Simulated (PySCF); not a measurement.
# GeCl (charge +1): what the fields show

```yaml
atoms:
  - { symbol: Ge, position_ang: [0.0000, 0.0000, -0.6638] }
  - { symbol: Cl, position_ang: [0.0000, 0.0000, 1.4032] }
```

These are results of PBE0/cc-pVTZ(-PP), non-relativistic Hamiltonian with scalar-relativistic core potentials where named, at a bond length of 2.067 Å in PySCF 2.14.0, not measurements.

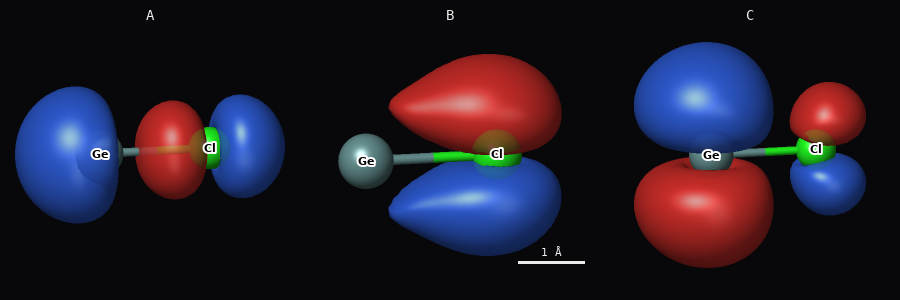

Figure 1. Three frontier orbitals, each drawn at the value that holds 80 % of its norm (blue and red are the two phases), in no order; of a degenerate pair one member is drawn.

**Name the orbitals and rank them from lowest to highest energy.**

Orbital B: π, occupied, −16.36 eV; mainly on Cl (85 %).
Orbital A: σ, occupied, −16.15 eV; shared between the atoms (Ge 50 %, Cl 50 %).
Orbital C: π, empty, −9.48 eV; mainly on Ge (85 %).

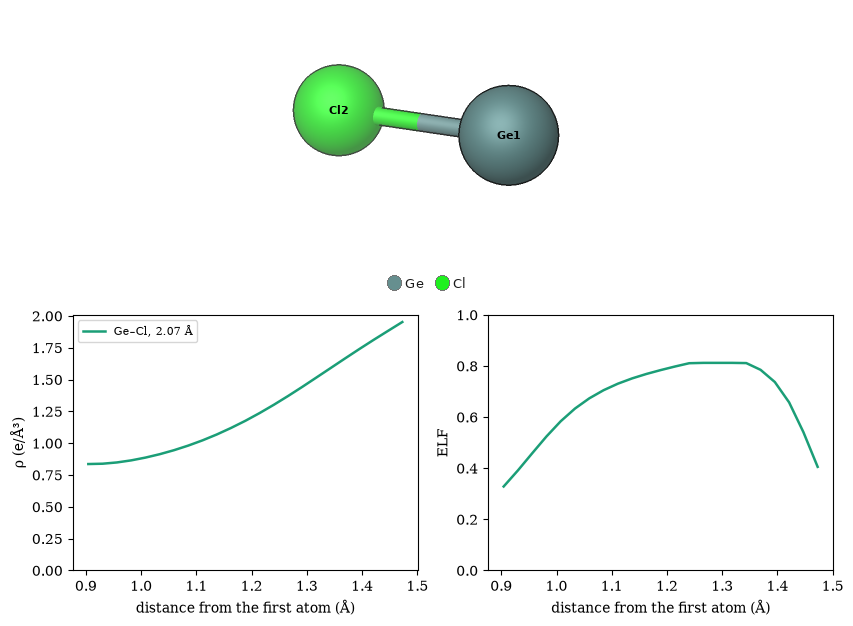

Figure 2. Electron density and electron localisation function along straight lines between neighbouring atoms. The curves leave out the atomic cores. The structure is drawn too.

**What can be read from the curves?**

Ge–Cl (2.07 Å): the density is about 0.91 e/Å³ at the midpoint; the ELF peaks at about 0.80 in the valence shell of Cl, 0.8 Å from its nucleus, and is about 0.65 at the midpoint.
